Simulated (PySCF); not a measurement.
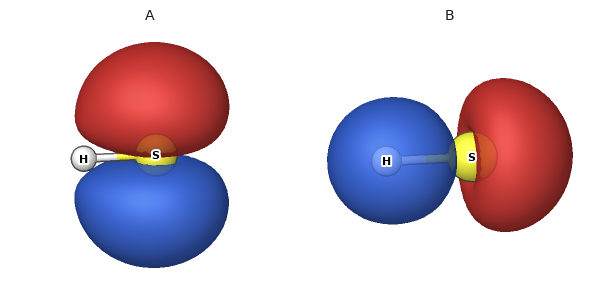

Figure 1: SH (charge −1). Two frontier orbitals, each drawn at the value that holds 80 % of its norm (red and blue are the two phases), in no order; of a degenerate pair one member is drawn.

All numbers below come from PySCF, PBE0/aug-cc-pVDZ(-PP), non-relativistic Hamiltonian with scalar-relativistic core potentials where named, at a bond length of 1.354 Å.

Question: Label each orbital by symmetry, say whether it is occupied, and order them by energy.

Answer: Orbital B: σ, occupied, −3.75 eV; mainly on S (75 %).
Orbital A: π, occupied, −0.04 eV; mainly on S (95 %).
